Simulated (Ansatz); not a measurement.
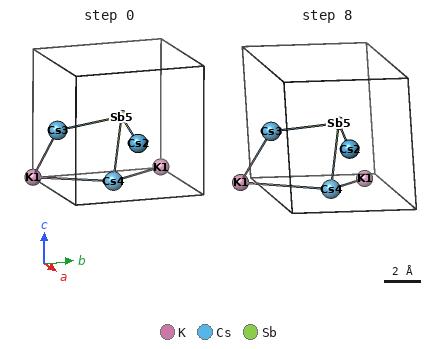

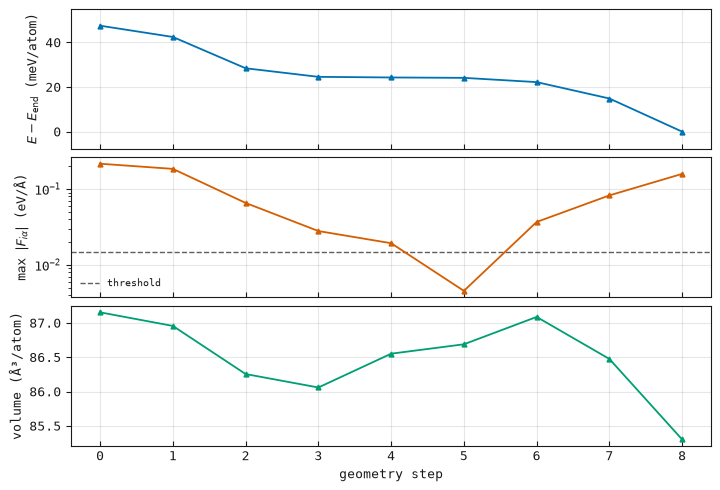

First and last geometry of a relaxation of a crystal of Cs3KSb (built on the cubic perovskite type) (coarse preliminary run), with the history of the run. The picture is a ball-and-stick view of the cell of the calculation, seen slightly off an axis.

Computed with DFT PBE, scalar-relativistic, plane waves, PAW in Ansatz 0.2.0. (plane-wave cutoff 420 eV; k-point mesh 4 × 4 × 4; occupations gaussian; smearing width 0.1 eV; no spin polarisation; cell and atoms relaxed; force threshold 0.015 eV/Å; at most 120 steps)

Q: Read the history and describe the run.

A: The run was cut off at its time limit before the relaxation converged, so the last structure is only a point on the way. Over 8 geometry steps the energy falls by 47.5 meV per atom. Largest force component: 0.22 eV/Å at the start, 0.16 eV/Å at the end. The pressure goes from −0.07 to −0.17 GPa. K1 moves most relative to the cell: 0.77 Å roughly along [−1 −1 −1]. Largest moves by element: K 0.77 Å, Cs 0.47 Å, Sb 0.41 Å. Cell: a 7.555 → 7.583 Å (+0.4 %), b 7.700 → 7.509 Å (−2.5 %), c 7.492 → 7.581 Å (+1.2 %), α 89.8° → 95.3°, β 89.5° → 96.5°, γ 90.8° → 92.0°. Volume −2.1 %. Among the contacts that change: K1–Sb5 6.264 → 4.613 Å, K1–Cs2 5.800 → 4.795 Å, K1–Cs4 5.767 → 4.864 Å, K1–Cs4 (another image) 4.957 → 5.689 Å. Bond angles that change, for instance: K1–Cs3–Sb5 81.9° → 63.6°, Cs3–K1–Cs4 119.5° → 136.4°, Cs2–K1–Cs4 125.2° → 109.1°. The space group stays P1 (No. 1).
